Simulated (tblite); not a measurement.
## Geometry relaxation of C2H6Cl3Si (charge −1) (part 1 of 2)

System: C2H6Cl3Si, charge −1.
Method: GFN2-xTB geometry optimisation, gas phase (tblite 0.8.0).

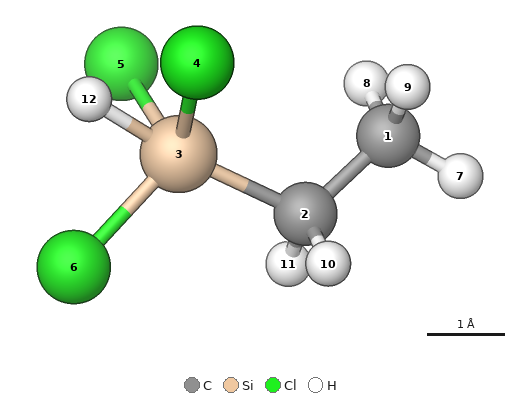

Fig. 1: The structure as given in the input (ball-and-stick view, seen at a tilt; atoms are numbered from 1 in the order of the input). Bond lengths as drawn: Cl–Si 2.05 to 2.08 Å, C–C 1.52 Å, C–H 1.07 to 1.12 Å, C–Si 1.88 Å and H–Si 1.48 Å.

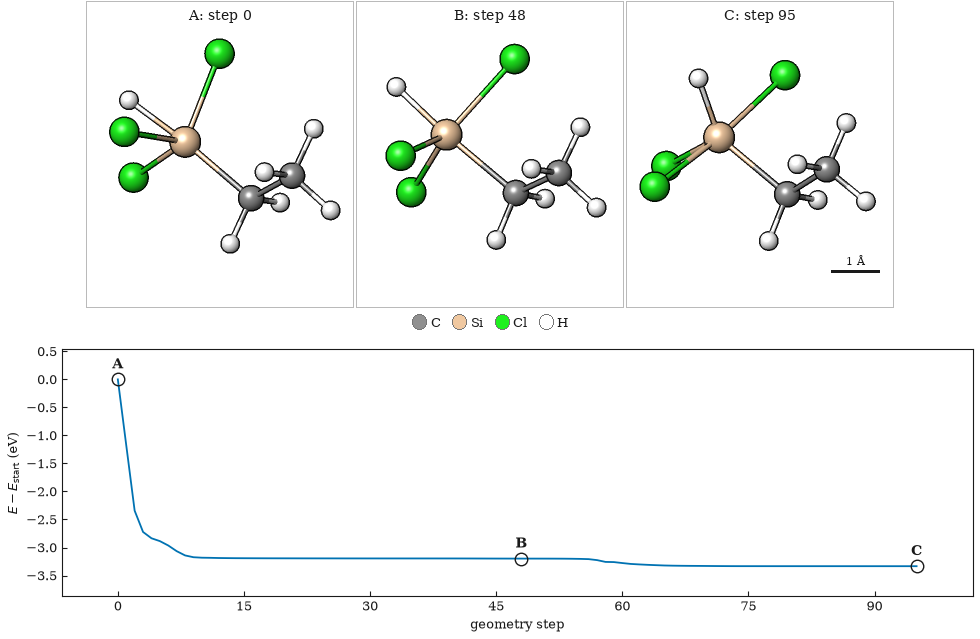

Fig. 2: Frames of the relaxation (ball-and-stick view, seen at a tilt) above the curves, on which the letters mark them (steps are counted from 0).

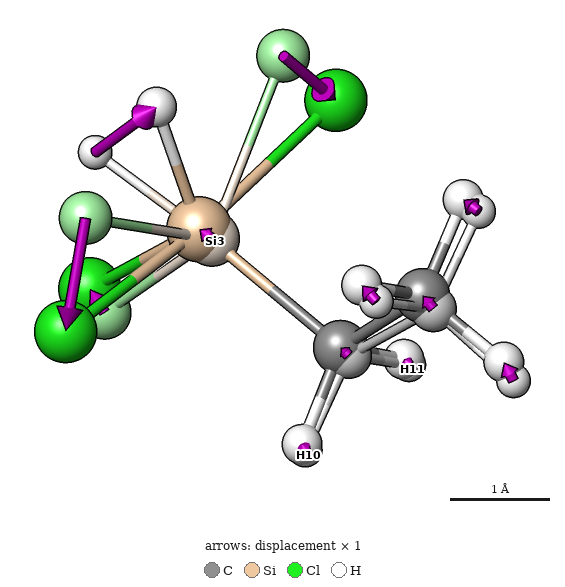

Fig. 3: Start (faint) and end (solid) with the displacements as pink arrows, at true length (ball-and-stick view, seen at a tilt). The two geometries are laid on each other by the best rigid fit. The energy falls by 3.334 eV in 95 geometry steps. Largest force component: 5 eV/Å at the start, 0.005 eV/Å at the end. The largest move after the best rigid fit is that of Cl4, 1.17 Å. Largest moves by element: Cl 1.17 Å, H 1.09 Å, C 0.17 Å, Si 0.16 Å. Among the contacts that change: Si3–Cl5 2.059 → 2.284 Å, Si3–Cl4 2.081 → 2.284 Å, C2–Si3 1.881 → 1.914 Å, C2–H11 1.115 → 1.092 Å. Among the angles that change: Cl4–Si3–Cl5 108.5° → 170.5°, Cl6–Si3–H12 74.9° → 115.3°, C2–Si3–H12 169.6° → 132.0°. (Atoms are counted from 1 in the order of the input.)

The input and output of the run follow.

**Input**
```
{"job": {"kind": "relax", "xc": "GFN2-xTB", "basis": "xTB"}, "charge": -1, "multiplicity": 1}
C     -1.324100     0.089200     0.614300
C     -0.410100    -0.345200    -0.517900
Si     1.386400     0.159000    -0.276300
Cl     1.522100     2.233800    -0.190800
Cl     2.163700    -0.619300     1.463700
Cl     2.512900    -0.480800    -1.867600
H     -2.362400    -0.260000     0.422300
H     -1.012400    -0.285400     1.603700
H     -1.374500     1.185300     0.693600
H     -0.730100     0.035900    -1.469800
H     -0.393200    -1.457200    -0.598800
H      2.703900     0.806500    -0.101300
```

The first line tells a small driver script what to run in tblite; the rest is the geometry in Å.

Command:
```bash
OMP_NUM_THREADS=1 python <driver script> task.json out
```

**The program's output**
```
step      E/eV     max force
  0    -624.68421    6.819
  1    -625.85853    4.091
  2    -627.02711    1.521
  3    -627.40717    0.811
  4    -627.51937    0.715
  5    -627.57032    0.735
  6    -627.64854    0.719
  7    -627.74956    0.735
  8    -627.82573    0.715
  9    -627.85780    0.422
 10    -627.86613    0.149
 11    -627.86836    0.129
 12    -627.87180    0.219
 13    -627.87350    0.191
 14    -627.87485    0.086
 15    -627.87550    0.062
 16    -627.87608    0.074
 17    -627.87657    0.076
 18    -627.87698    0.044
 19    -627.87724    0.036
 20    -627.87745    0.046
 21    -627.87770    0.047
 22    -627.87800    0.050
 23    -627.87825    0.039
 24    -627.87841    0.031
 25    -627.87853    0.028
 26    -627.87869    0.037
 27    -627.87888    0.047
 28    -627.87905    0.034
 29    -627.87917    0.029
 30    -627.87927    0.035
 31    -627.87936    0.028
 32    -627.87942    0.023
 33    -627.87946    0.015
 34    -627.87948    0.016
 35    -627.87950    0.020
 36    -627.87954    0.023
 37    -627.87959    0.019
 38    -627.87963    0.017
 39    -627.87968    0.022
 40    -627.87978    0.040
 41    -627.87997    0.061
 42    -627.88033    0.083
 43    -627.88080    0.078
 44    -627.88125    0.053
 45    -627.88161    0.047
 46    -627.88183    0.048
 47    -627.88206    0.042
 48    -627.88221    0.029
 49    -627.88231    0.029
 50    -627.88241    0.033
 51    -627.88260    0.050
 52    -627.88297    0.069
 53    -627.88369    0.101
 54    -627.88517    0.163
 55    -627.88747    0.302
 56    -627.89179    0.301
 57    -627.90936    0.432
 58    -627.94131    0.470
 59    -627.94444    0.442
 60    -627.96166    0.415
 61    -627.97737    0.281
 62    -627.98603    0.189
 63    -627.99333    0.197
 64    -627.99951    0.196
 65    -628.00515    0.190
 66    -628.00831    0.143
 67    -628.01035    0.105
 68    -628.01177    0.094
 69    -628.01267    0.093
 70    -628.01377    0.083
 71    -628.01506    0.100
 72    -628.01604    0.110
 73    -628.01676    0.066
 74    -628.01708    0.038
 75    -628.01720    0.021
 76    -628.01727    0.022
 77    -628.01734    0.016
 78    -628.01737    0.014
 79    -628.01740    0.014
 80    -628.01741    0.012
 81    -628.01743    0.011
 82    -628.01746    0.012
 83    -628.01747    0.013
 84    -628.01749    0.014
 85    -628.01751    0.014
 86    -628.01754    0.012
 87    -628.01758    0.014
 88    -628.01763    0.015
 89    -628.01766    0.014
 90    -628.01768    0.013
 91    -628.01770    0.012
 92    -628.01772    0.011
 93    -628.01775    0.015
 94    -628.01777    0.013
 95    -628.01778    0.006
```

**Trajectory as extended XYZ (Å, eV, eV/Å), 39 of the 96 frames kept, from step=0 to step=95**
```
12
Properties=species:S:1:pos:R:3:forces:R:3 step=0 energy=-624.68421
C    -1.3241    0.0892    0.6143   -0.8740   0.1790   0.2220
C    -0.4101   -0.3452   -0.5179    0.3630  -1.0510   0.5090
Si    1.3864    0.1590   -0.2763    3.3550   1.6500   0.5580
Cl    1.5221    2.2338   -0.1908   -4.5680   5.0500  -0.3550
Cl    2.1637   -0.6193    1.4637   -1.1280  -2.1270   2.2430
Cl    2.5129   -0.4808   -1.8676   -0.5450  -1.8960  -2.5950
H    -2.3624   -0.2600    0.4223    0.4910   0.0910   0.1620
H    -1.0124   -0.2854    1.6037    0.0410   0.0000  -0.5400
H    -1.3745    1.1853    0.6936    0.1800  -0.2830  -0.1230
H    -0.7301    0.0359   -1.4698   -0.4370   0.2160  -0.4090
H    -0.3932   -1.4572   -0.5988   -0.3030   0.4910   0.0380
H     2.7039    0.8065   -0.1013    3.4260  -2.3200   0.2890
12
Properties=species:S:1:pos:R:3:forces:R:3 step=2 energy=-627.02711
C    -1.3417    0.0916    0.6180    0.4710   0.0310  -0.2920
C    -0.3814   -0.3557   -0.5033    0.5470   0.4020   0.0420
Si    1.5145    0.2300   -0.2542    0.4090   0.4220   0.0780
Cl    1.3324    2.4211   -0.2062   -1.4190   0.5300  -0.1360
Cl    2.1054   -0.7165    1.5627   -0.8940  -0.8330   0.6420
Cl    2.4800   -0.5673   -1.9833   -0.7210  -0.7460  -0.8400
H    -2.3517   -0.2594    0.4279   -0.1080  -0.1040  -0.0540
H    -1.0115   -0.2862    1.5817    0.0580  -0.1070   0.0090
H    -1.3665    1.1770    0.6871    0.0650   0.0410  -0.0770
H    -0.7427    0.0386   -1.4712    0.1540  -0.0530   0.3610
H    -0.4060   -1.4493   -0.5962    0.0630   0.1520   0.1090
H     2.8515    0.7379   -0.0879    1.3750   0.2640   0.1580
12
Properties=species:S:1:pos:R:3:forces:R:3 step=5 energy=-627.57032
C    -1.3173    0.0938    0.6042    0.1730   0.0620   0.0660
C    -0.3262   -0.3317   -0.4932    0.1980   0.1680   0.0970
Si    1.6051    0.2912   -0.2387   -0.1400  -0.1270  -0.0320
Cl    1.1318    2.5343   -0.2245   -0.2100  -0.7030  -0.0400
Cl    2.0000   -0.8216    1.6476   -0.5100   0.0280  -0.3030
Cl    2.3978   -0.6616   -2.0929   -0.5650   0.0090   0.2120
H    -2.3403   -0.2651    0.4223    0.3160  -0.0130  -0.1800
H    -1.0049   -0.2943    1.5707    0.0910  -0.0190   0.0320
H    -1.3565    1.1781    0.6775    0.0570   0.0440  -0.0170
H    -0.7277    0.0404   -1.4445    0.3350   0.1590   0.0390
H    -0.3954   -1.4263   -0.5832    0.4270   0.1740   0.1240
H     3.0160    0.7246   -0.0703   -0.1720   0.2180   0.0010
12
Properties=species:S:1:pos:R:3:forces:R:3 step=8 energy=-627.82573
C    -1.2600    0.1095    0.6080   -0.0970   0.0510   0.0790
C    -0.2493   -0.2838   -0.4680   -0.0940  -0.1120   0.0220
Si    1.6138    0.2937   -0.2371    0.2230   0.1460   0.1470
Cl    0.9794    2.4159   -0.2438    0.1550  -0.2090  -0.0070
Cl    1.8202   -0.8677    1.6146    0.0130   0.1390  -0.2020
Cl    2.2148   -0.7068   -2.0945   -0.0890   0.1250   0.2220
H    -2.2595   -0.2725    0.3748    0.1180  -0.0340  -0.1030
H    -0.9774   -0.3024    1.5760    0.1030   0.1480  -0.0120
H    -1.3365    1.1925    0.6711    0.1010   0.0230   0.1480
H    -0.6366    0.0805   -1.4191    0.0820   0.1630  -0.1990
H    -0.2846   -1.3696   -0.5461    0.1690  -0.2490  -0.0220
H     3.0581    0.7727   -0.0609   -0.6850  -0.1910  -0.0720
12
Properties=species:S:1:pos:R:3:forces:R:3 step=10 energy=-627.86613
C    -1.2610    0.1118    0.6115    0.0070  -0.0030  -0.0430
C    -0.2565   -0.2882   -0.4688    0.0250  -0.0700  -0.0480
Si    1.6028    0.2880   -0.2342   -0.0110   0.1020   0.0920
Cl    1.0116    2.3754   -0.2422   -0.0520   0.1240  -0.0150
Cl    1.8253   -0.8469    1.5887   -0.0020  -0.0310   0.0360
Cl    2.2112   -0.6883   -2.0658   -0.0510  -0.0170  -0.0080
H    -2.2525   -0.2739    0.3681   -0.0190  -0.0280  -0.0260
H    -0.9721   -0.2959    1.5789    0.0720   0.0960  -0.0110
H    -1.3326    1.1950    0.6784    0.0810   0.0150   0.0950
H    -0.6282    0.0885   -1.4273    0.0370   0.0230  -0.0330
H    -0.2716   -1.3783   -0.5464    0.0210  -0.1070  -0.0380
H     3.0061    0.7747   -0.0658   -0.1080  -0.1020  -0.0020
12
Properties=species:S:1:pos:R:3:forces:R:3 step=12 energy=-627.87180
C    -1.2604    0.1117    0.6087    0.0430  -0.0120  -0.0250
C    -0.2546   -0.2930   -0.4718   -0.0020  -0.0040  -0.0090
Si    1.6026    0.2960   -0.2270   -0.2120  -0.0550  -0.0050
Cl    1.0057    2.3852   -0.2435   -0.0290   0.0750  -0.0060
Cl    1.8239   -0.8499    1.5917   -0.0030  -0.0150   0.0370
Cl    2.2059   -0.6902   -2.0667   -0.0390   0.0030   0.0100
H    -2.2527   -0.2759    0.3658    0.0280   0.0150   0.0070
H    -0.9662   -0.2884    1.5776    0.0460   0.0290  -0.0160
H    -1.3261    1.1958    0.6856    0.0500  -0.0220   0.0100
H    -0.6246    0.0906   -1.4302    0.0570  -0.0330   0.0070
H    -0.2690   -1.3864   -0.5493    0.0240   0.0270  -0.0350
H     2.9979    0.7664   -0.0659    0.0370  -0.0070   0.0250
12
Properties=species:S:1:pos:R:3:forces:R:3 step=15 energy=-627.87550
C    -1.2546    0.1114    0.6055    0.0080   0.0000   0.0250
C    -0.2519   -0.2955   -0.4737   -0.0260   0.0160   0.0050
Si    1.5894    0.2987   -0.2214    0.0260  -0.0310  -0.0200
Cl    0.9928    2.3950   -0.2458    0.0010   0.0170   0.0020
Cl    1.8154   -0.8552    1.5964   -0.0040   0.0030   0.0290
Cl    2.1909   -0.6929   -2.0663   -0.0140   0.0150   0.0130
H    -2.2467   -0.2760    0.3633    0.0150   0.0290   0.0360
H    -0.9559   -0.2810    1.5754    0.0290  -0.0440  -0.0010
H    -1.3152    1.1950    0.6908    0.0220  -0.0070  -0.0580
H    -0.6135    0.0908   -1.4323    0.0000  -0.0330  -0.0310
H    -0.2606   -1.3887   -0.5536   -0.0050   0.0320  -0.0240
H     2.9921    0.7602   -0.0632   -0.0520   0.0040   0.0230
12
Properties=species:S:1:pos:R:3:forces:R:3 step=18 energy=-627.87698
C    -1.2515    0.1109    0.6071    0.0100   0.0040  -0.0110
C    -0.2547   -0.2952   -0.4751    0.0290  -0.0110  -0.0310
Si    1.5848    0.2946   -0.2222    0.0330   0.0240   0.0130
Cl    0.9920    2.4015   -0.2460   -0.0030  -0.0210  -0.0020
Cl    1.8150   -0.8553    1.6023   -0.0200   0.0010   0.0090
Cl    2.1866   -0.6904   -2.0637   -0.0030  -0.0010  -0.0100
H    -2.2447   -0.2720    0.3688   -0.0280  -0.0010   0.0300
H    -0.9481   -0.2844    1.5744    0.0200  -0.0150  -0.0040
H    -1.3081    1.1942    0.6850    0.0180   0.0240  -0.0050
H    -0.6112    0.0856   -1.4375   -0.0320   0.0120  -0.0110
H    -0.2603   -1.3864   -0.5592   -0.0150  -0.0340   0.0020
H     2.9825    0.7588   -0.0588   -0.0090   0.0160   0.0210
12
Properties=species:S:1:pos:R:3:forces:R:3 step=20 energy=-627.87745
C    -1.2496    0.1110    0.6070    0.0090   0.0000  -0.0190
C    -0.2537   -0.2956   -0.4773   -0.0120  -0.0180  -0.0150
Si    1.5858    0.2948   -0.2218   -0.0360   0.0050   0.0040
Cl    0.9900    2.4027   -0.2463    0.0030  -0.0270  -0.0030
Cl    1.8123   -0.8558    1.6054   -0.0190   0.0070  -0.0030
Cl    2.1841   -0.6902   -2.0641    0.0120   0.0030  -0.0090
H    -2.2452   -0.2704    0.3727    0.0020   0.0050   0.0220
H    -0.9439   -0.2867    1.5735    0.0120   0.0140  -0.0240
H    -1.3042    1.1953    0.6824    0.0180  -0.0040   0.0130
H    -0.6122    0.0847   -1.4400   -0.0170   0.0110   0.0100
H    -0.2608   -1.3873   -0.5609   -0.0060  -0.0200   0.0030
H     2.9796    0.7595   -0.0556    0.0330   0.0240   0.0210
12
Properties=species:S:1:pos:R:3:forces:R:3 step=22 energy=-627.87800
C    -1.2466    0.1112    0.6054   -0.0040  -0.0040   0.0000
C    -0.2536   -0.2980   -0.4813   -0.0470  -0.0080   0.0160
Si    1.5845    0.2957   -0.2208   -0.0340  -0.0140  -0.0120
Cl    0.9886    2.4007   -0.2471   -0.0030  -0.0160  -0.0050
Cl    1.8075   -0.8552    1.6082   -0.0180   0.0120  -0.0100
Cl    2.1825   -0.6891   -2.0648    0.0270   0.0120   0.0000
H    -2.2458   -0.2682    0.3793    0.0270   0.0130   0.0010
H    -0.9376   -0.2881    1.5704    0.0110   0.0280  -0.0220
H    -1.2979    1.1964    0.6805    0.0150  -0.0310   0.0160
H    -0.6151    0.0847   -1.4423    0.0020  -0.0090   0.0130
H    -0.2619   -1.3905   -0.5626   -0.0040   0.0090  -0.0080
H     2.9778    0.7624   -0.0498    0.0270   0.0080   0.0120
12
Properties=species:S:1:pos:R:3:forces:R:3 step=25 energy=-627.87853
C    -1.2445    0.1109    0.6044    0.0010  -0.0010   0.0140
C    -0.2576   -0.3011   -0.4843    0.0150   0.0060   0.0020
Si    1.5809    0.2949   -0.2213    0.0230  -0.0040  -0.0110
Cl    0.9889    2.3970   -0.2481   -0.0200   0.0010  -0.0090
Cl    1.8024   -0.8525    1.6095   -0.0210   0.0030  -0.0060
Cl    2.1853   -0.6856   -2.0644    0.0250   0.0130   0.0020
H    -2.2453   -0.2649    0.3859   -0.0080  -0.0010  -0.0130
H    -0.9301   -0.2872    1.5666    0.0130   0.0040   0.0250
H    -1.2904    1.1952    0.6802    0.0030   0.0060   0.0100
H    -0.6187    0.0833   -1.4442   -0.0050  -0.0110  -0.0030
H    -0.2646   -1.3934   -0.5658   -0.0130   0.0040  -0.0090
H     2.9760    0.7653   -0.0433   -0.0120  -0.0200  -0.0020
12
Properties=species:S:1:pos:R:3:forces:R:3 step=28 energy=-627.87905
C    -1.2420    0.1103    0.6061    0.0230   0.0090  -0.0010
C    -0.2594   -0.3028   -0.4863    0.0270  -0.0020  -0.0200
Si    1.5806    0.2930   -0.2243   -0.0080   0.0030   0.0030
Cl    0.9835    2.3941   -0.2513   -0.0090   0.0030  -0.0130
Cl    1.7920   -0.8498    1.6097   -0.0090  -0.0080   0.0050
Cl    2.1936   -0.6800   -2.0646    0.0160   0.0060  -0.0050
H    -2.2449   -0.2617    0.3896    0.0090  -0.0050   0.0110
H    -0.9205   -0.2848    1.5673   -0.0160  -0.0190   0.0180
H    -1.2825    1.1944    0.6824   -0.0120   0.0260   0.0020
H    -0.6228    0.0796   -1.4458   -0.0080   0.0140  -0.0050
H    -0.2696   -1.3946   -0.5706   -0.0010  -0.0130   0.0100
H     2.9743    0.7642   -0.0372   -0.0110  -0.0130  -0.0050
12
Properties=species:S:1:pos:R:3:forces:R:3 step=30 energy=-627.87927
C    -1.2394    0.1108    0.6069    0.0100   0.0070  -0.0010
C    -0.2584   -0.3036   -0.4882   -0.0170  -0.0030   0.0010
Si    1.5806    0.2927   -0.2253   -0.0190  -0.0020   0.0010
Cl    0.9798    2.3931   -0.2537    0.0020   0.0010  -0.0140
Cl    1.7862   -0.8496    1.6102   -0.0010  -0.0090   0.0060
Cl    2.1977   -0.6776   -2.0654    0.0130   0.0050  -0.0060
H    -2.2437   -0.2607    0.3917    0.0320   0.0020   0.0140
H    -0.9176   -0.2851    1.5687   -0.0200  -0.0080  -0.0110
H    -1.2799    1.1956    0.6835   -0.0060  -0.0030  -0.0010
H    -0.6249    0.0791   -1.4467    0.0020   0.0130   0.0020
H    -0.2715   -1.3957   -0.5718    0.0080   0.0000   0.0090
H     2.9734    0.7627   -0.0349   -0.0040  -0.0030  -0.0010
12
Properties=species:S:1:pos:R:3:forces:R:3 step=32 energy=-627.87942
C    -1.2369    0.1115    0.6074   -0.0080   0.0000   0.0020
C    -0.2585   -0.3042   -0.4895   -0.0190   0.0030   0.0130
Si    1.5792    0.2923   -0.2259   -0.0030  -0.0020  -0.0020
Cl    0.9778    2.3926   -0.2563    0.0060  -0.0010  -0.0140
Cl    1.7826   -0.8500    1.6110    0.0000  -0.0080   0.0040
Cl    2.2018   -0.6753   -2.0662    0.0050   0.0040  -0.0050
H    -2.2410   -0.2600    0.3942    0.0090  -0.0010   0.0020
H    -0.9170   -0.2859    1.5692   -0.0020   0.0020  -0.0140
H    -1.2788    1.1965    0.6841    0.0050  -0.0120   0.0000
H    -0.6263    0.0797   -1.4473    0.0050   0.0040   0.0070
H    -0.2724   -1.3966   -0.5720    0.0060   0.0090   0.0040
H     2.9719    0.7614   -0.0336   -0.0040   0.0020   0.0030
12
Properties=species:S:1:pos:R:3:forces:R:3 step=35 energy=-627.87950
C    -1.2366    0.1117    0.6079   -0.0020  -0.0030   0.0000
C    -0.2599   -0.3042   -0.4893    0.0160   0.0030  -0.0040
Si    1.5782    0.2918   -0.2265    0.0040   0.0010   0.0020
Cl    0.9777    2.3922   -0.2594    0.0040   0.0010  -0.0150
Cl    1.7808   -0.8509    1.6117    0.0000  -0.0070   0.0000
Cl    2.2047   -0.6735   -2.0669   -0.0030   0.0030  -0.0010
H    -2.2399   -0.2598    0.3956   -0.0190  -0.0050  -0.0040
H    -0.9162   -0.2862    1.5685    0.0060  -0.0030   0.0080
H    -1.2774    1.1961    0.6845    0.0000   0.0070   0.0030
H    -0.6269    0.0801   -1.4470   -0.0020   0.0030   0.0020
H    -0.2726   -1.3963   -0.5719    0.0000   0.0000   0.0020
H     2.9704    0.7609   -0.0322   -0.0020   0.0020   0.0060
12
Properties=species:S:1:pos:R:3:forces:R:3 step=38 energy=-627.87963
C    -1.2367    0.1114    0.6087    0.0080  -0.0020   0.0020
C    -0.2599   -0.3034   -0.4888    0.0030  -0.0060  -0.0060
Si    1.5776    0.2914   -0.2270    0.0010   0.0010   0.0040
Cl    0.9778    2.3918   -0.2686    0.0040   0.0050  -0.0140
Cl    1.7772   -0.8549    1.6132    0.0040  -0.0020  -0.0090
Cl    2.2082   -0.6699   -2.0688   -0.0120   0.0070   0.0100
H    -2.2408   -0.2606    0.3972    0.0040   0.0090   0.0000
H    -0.9141   -0.2873    1.5683   -0.0040  -0.0020   0.0110
H    -1.2751    1.1960    0.6858   -0.0140   0.0000   0.0050
H    -0.6276    0.0821   -1.4456   -0.0010  -0.0030  -0.0060
H    -0.2723   -1.3953   -0.5708   -0.0040  -0.0080  -0.0080
H     2.9679    0.7606   -0.0284    0.0110   0.0020   0.0120
12
Properties=species:S:1:pos:R:3:forces:R:3 step=40 energy=-627.87978
C    -1.2362    0.1109    0.6098    0.0020   0.0020   0.0060
C    -0.2591   -0.3031   -0.4889   -0.0320  -0.0070   0.0120
Si    1.5775    0.2912   -0.2269    0.0050   0.0020   0.0000
Cl    0.9785    2.3919   -0.2805    0.0050   0.0040  -0.0130
Cl    1.7742   -0.8596    1.6135    0.0070   0.0010  -0.0140
Cl    2.2099   -0.6655   -2.0697   -0.0120   0.0090   0.0150
H    -2.2415   -0.2607    0.3984    0.0360   0.0160   0.0050
H    -0.9126   -0.2889    1.5694   -0.0140   0.0070  -0.0100
H    -1.2748    1.1961    0.6878   -0.0110  -0.0200   0.0040
H    -0.6282    0.0842   -1.4446    0.0050  -0.0120  -0.0050
H    -0.2720   -1.3951   -0.5702   -0.0040  -0.0010  -0.0160
H     2.9667    0.7605   -0.0231    0.0140   0.0000   0.0160
```
